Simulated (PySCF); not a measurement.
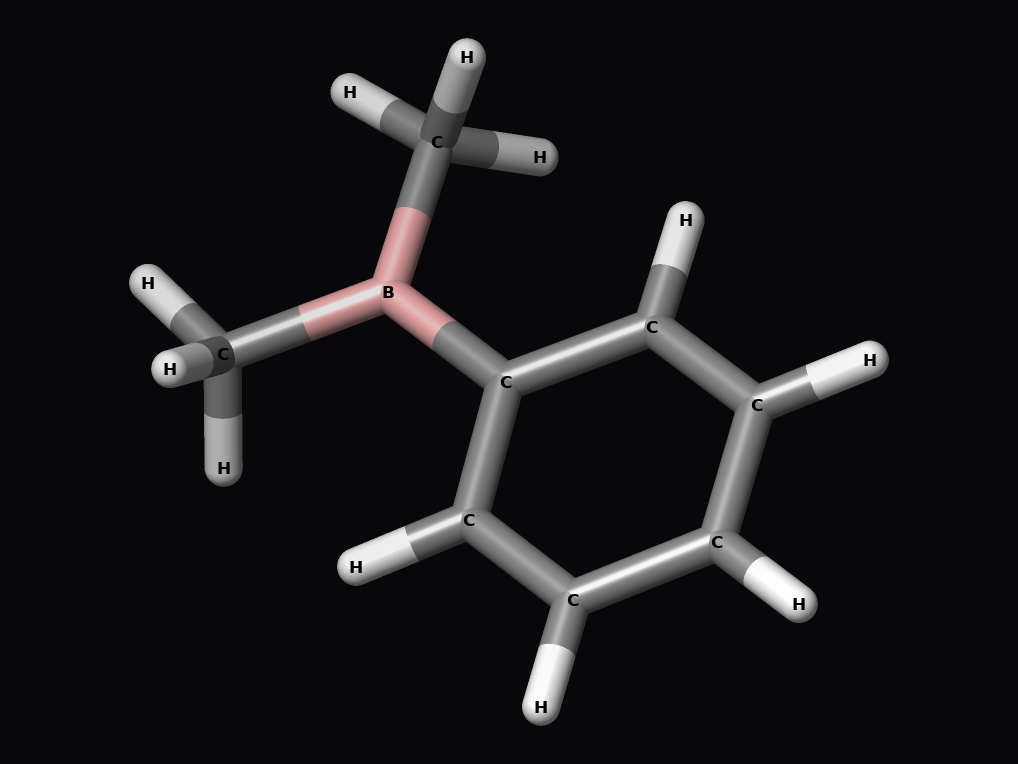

Stick drawing of a structure.

Computed geometry: PBE0-D3(BJ)/def2-SVP optimisation. No frequency run is at hand to confirm it as a minimum.

Identify the structure.

It has 20 atoms: 8 carbon, 11 hydrogen and 1 boron (C8H11B). Its SMILES string is `CB(C)c1ccccc1`. Independent rings (smallest set): 1 of 6 members, 1 of them aromatic. Coordination: 2 C tetrahedral; 1 B trigonal planar; 6 C trigonal planar.

The parts below concern this one geometry. Atoms keep their numbers from picture to picture.

**Shape**

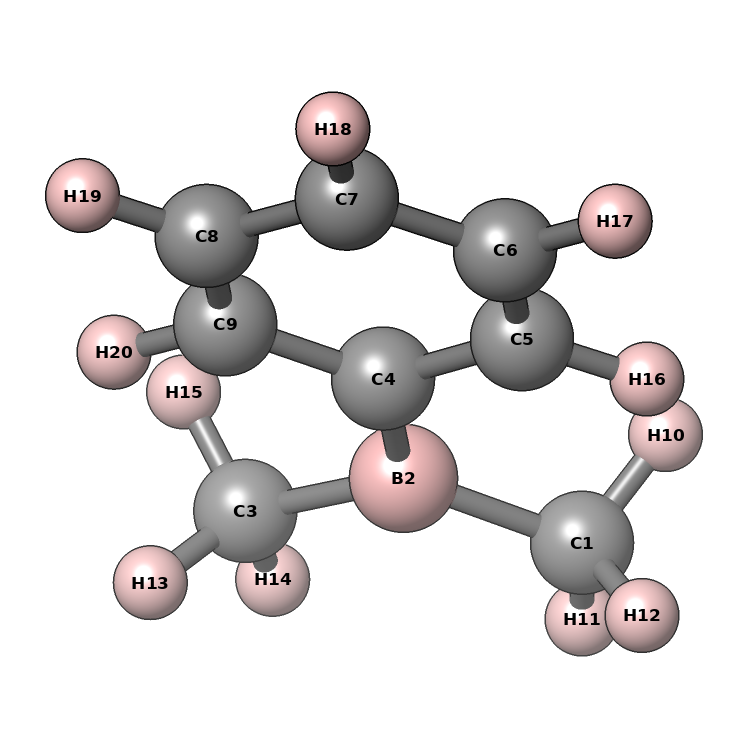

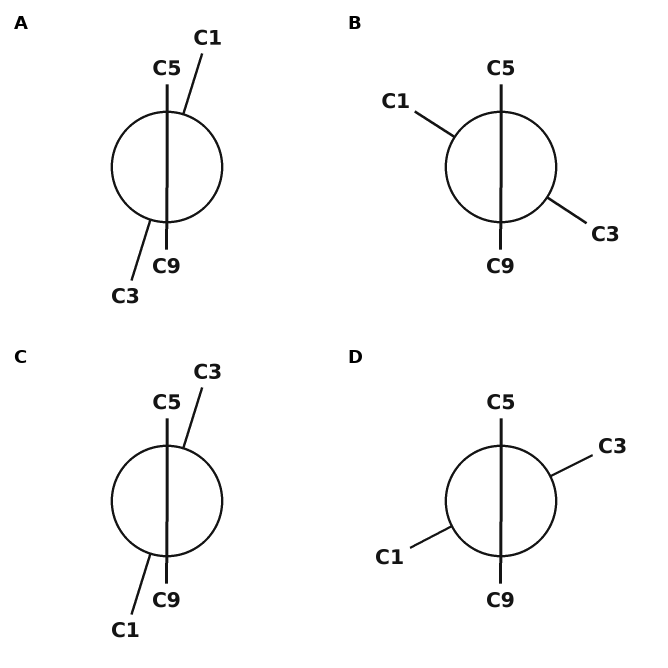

Depth is shown by fading: the farther an atom, the more it takes the colour of the background. Bonds that would overlap in a projection are set slightly apart. No frequency run is at hand to confirm it as a minimum.

> Which Newman projection shows the view along C4–B2, with C4 in front?

A. The torsion angle C5–C4–B2–C1 is 3°, synperiplanar (eclipsed).

**Bond orders**

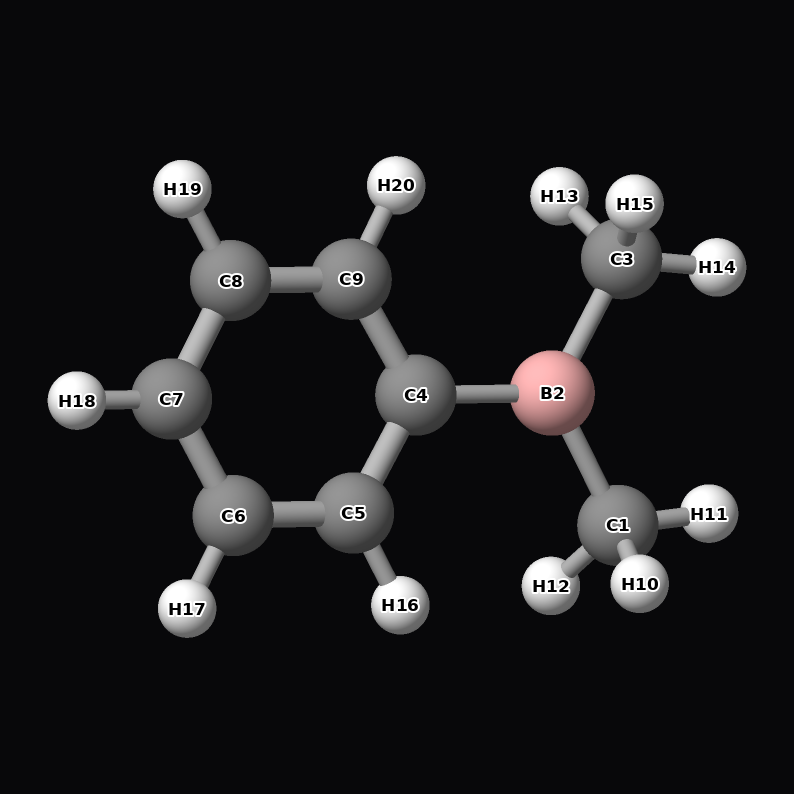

The thickness of each stick grows with its Mayer bond order. No frequency run is at hand to confirm it as a minimum. Method: PBE0/pcSseg-1 in benzene (IEF-PCM) (PySCF 2.14.0).

> Which bond between heavy atoms has the lowest Mayer bond order?

B2–C4, 0.92, at 1.574 Å.

List the Mayer bond orders of C1–B2, B2–C3, B2–C4, C4–C5, C4–C9, C5–C6, C6–C7, C7–C8, C8–C9 (bonds between heavy atoms, one of each equivalent set). Atoms whose distances differ by more than 0.02 Å in this geometry are listed apart.

| bond | Mayer order | length (Å) |
| --- | --- | --- |
| C1–B2 | 1.04 | 1.577 |
| B2–C3 | 1.04 | 1.577 |
| B2–C4 | 0.92 | 1.574 |
| C4–C5 | 1.41 | 1.408 |
| C4–C9 | 1.41 | 1.408 |
| C5–C6 | 1.45 | 1.392 |
| C6–C7 | 1.42 | 1.395 |
| C7–C8 | 1.42 | 1.395 |
| C8–C9 | 1.46 | 1.392 |

**Ring current**

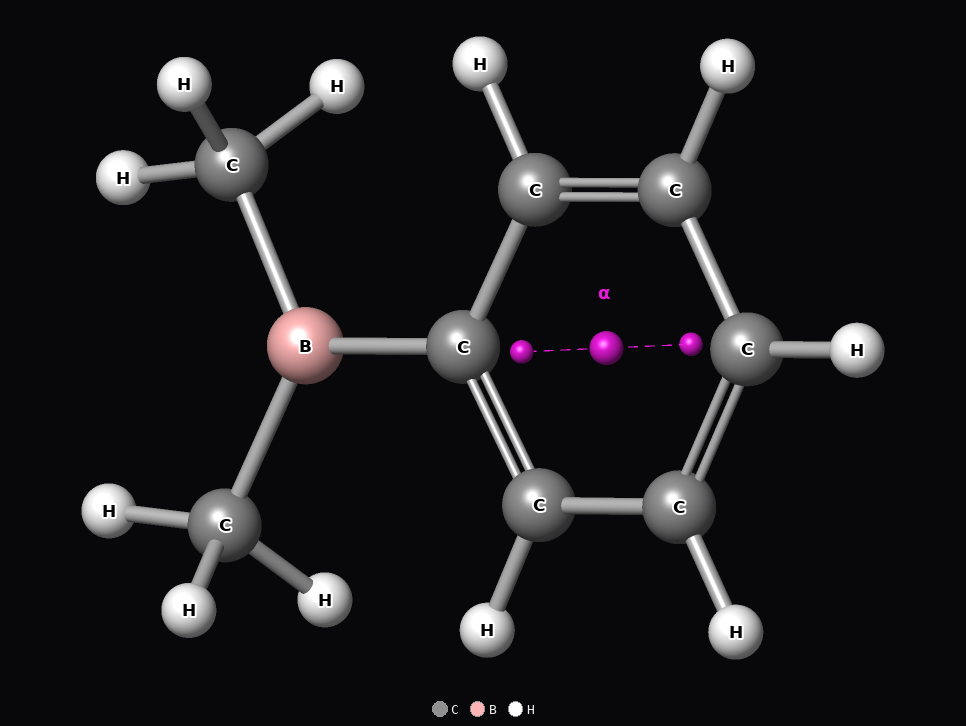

The small points mark where nucleus-independent chemical shifts (NICS) were computed: at the centre of each lettered ring and 1 Å above and below it. No frequency run is at hand to confirm it as a minimum. Level of theory: GIAO PBE0/pcSseg-1 NMR shielding, non-relativistic, IEF-PCM tetrahydrofuran (PySCF 2.14.0).

Give NICS(0), NICS(1) and the out-of-plane component NICS(1)zz for each ring (means of the two sides).

```json
{"ring": "α", "members": "C6", "NICS(0)": "−7.3", "NICS(1)": "−11.1", "NICS(1)zz": "−27.7"}
```

Values in ppm.

> What do the values say about the ring currents?

Ring α: diatropic, as in an aromatic ring. NICS is one index among several.

**NMR shielding**

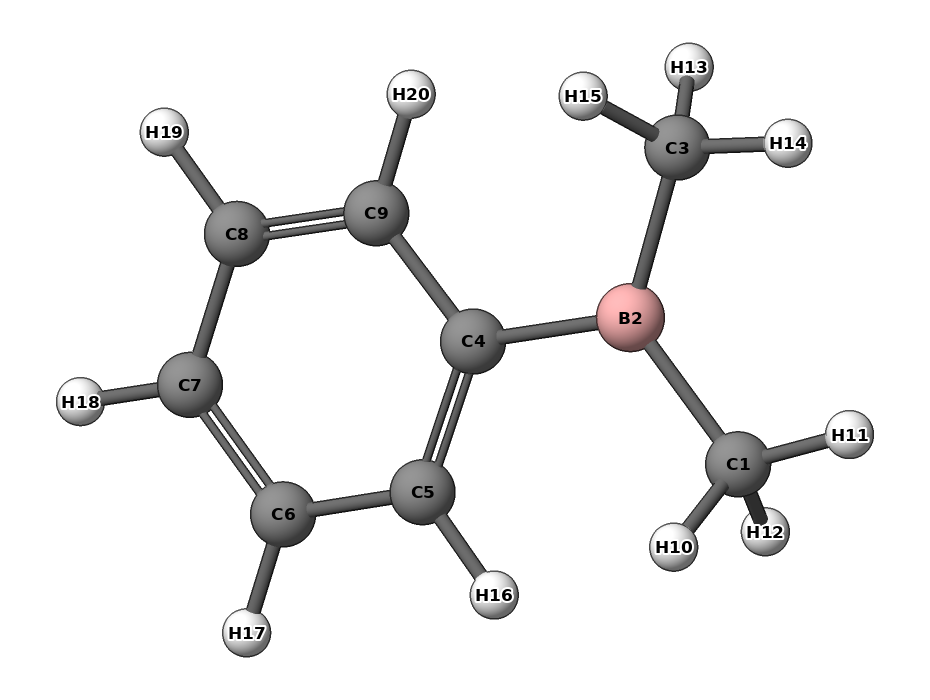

The questions are on isotropic NMR shieldings of the H atoms. No frequency run is at hand to confirm it as a minimum. Method: GIAO PBE0/pcSseg-1 NMR shielding, non-relativistic, IEF-PCM benzene (PySCF 2.14.0).

> Which H atom is the most shielded (lowest chemical shift)?

H11, H14 (30.03 ppm).

> Which H atom is the least shielded (highest chemical shift)?

H16, H20 (23.09 to 23.10 ppm).

> How wide is the range of H shifts?

6.94 ppm.

List the isotropic NMR shieldings of the H atoms.

| atom | σ (ppm) |
| --- | --- |
| H10 | 29.87 |
| H11 | 30.03 |
| H12 | 29.74 |
| H13 | 29.79 |
| H14 | 30.03 |
| H15 | 29.83 |
| H16 | 23.09 |
| H17 | 23.64 |
| H18 | 23.57 |
| H19 | 23.64 |
| H20 | 23.10 |
